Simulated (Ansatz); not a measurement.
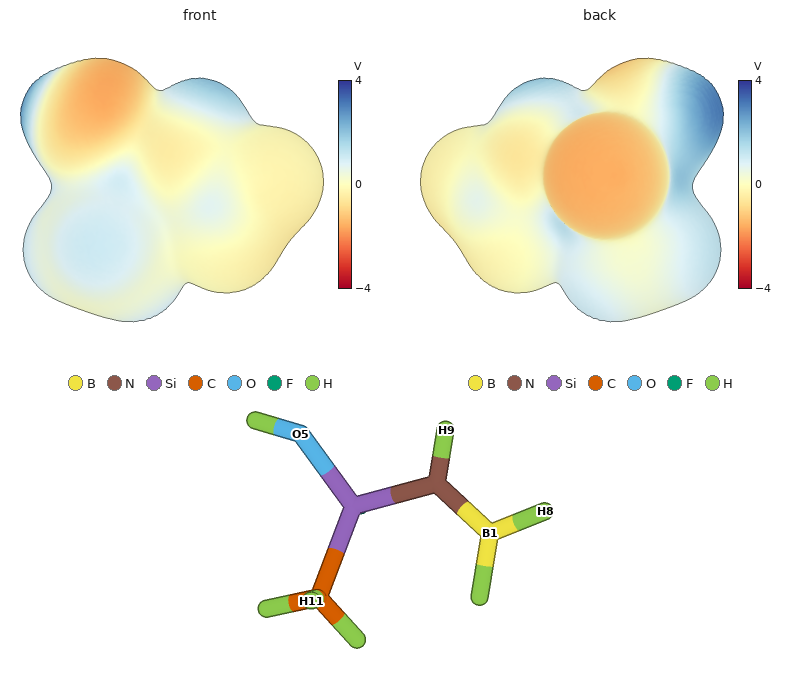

CH$_{7}$BFNOSi (SMILES BN[Si](C)(O)F). The electrostatic potential painted on the density surface at 0.002 e/bohr³, seen from the front and from behind; the colour scale runs from red (negative) to blue (positive). The bare structure is drawn below in the same view.

Computed with Ansatz 0.2.0, RKS r2SCAN-D4/6-31G.

Input file:

```
crystal:
  periodic: [false, false, false]
  atoms:
    - { symbol: B, position_ang: [-1.7154, 0.5912, -1.0129] }
    - { symbol: "N", position_ang: [-0.296, 1.0246, -1.0391] }
    - { symbol: Si, position_ang: [0.4675, 0.3151, 0.3906] }
    - { symbol: C, position_ang: [0.6091, -1.5396, 0.2558] }
    - { symbol: O, position_ang: [2.1127, 0.8913, 0.4894] }
    - { symbol: F, position_ang: [-0.339, 0.7702, 1.7998] }
    - { symbol: H, position_ang: [-2.1926, 0.0383, -1.9302] }
    - { symbol: H, position_ang: [-2.4296, 0.9898, -0.1429] }
    - { symbol: H, position_ang: [-0.2477, 2.0827, -0.889] }
    - { symbol: H, position_ang: [1.0618, -1.9776, 1.1614] }
    - { symbol: H, position_ang: [1.0612, -1.8379, -0.6469] }
    - { symbol: H, position_ang: [-0.4832, -1.9331, 0.2403] }
    - { symbol: H, position_ang: [2.4116, 0.5503, 1.3386] }
basis:
  gaussian: { orbitals: "6-31G" }
hamiltonian:
  xc: r2scan
  dispersion: d4
relax:
  f_tol: 0.015
  max_steps: 40
output:
  orbitals: {}
```

Command:

```sh
ansatz run input.yaml --threads 1 --pin off --max-ram 2048MiB --backend cpu --events-out ev --progress --plain --runs-dir out
```

The fields are those of the relaxed geometry.

**Which sites attract a positive test charge, and which a negative one?**

A positive charge is drawn to the negative regions and a negative charge to the positive ones. The most negative region (about −1.6 V) lies over O5 and F6, the most positive (about +3.0 V) over H13.
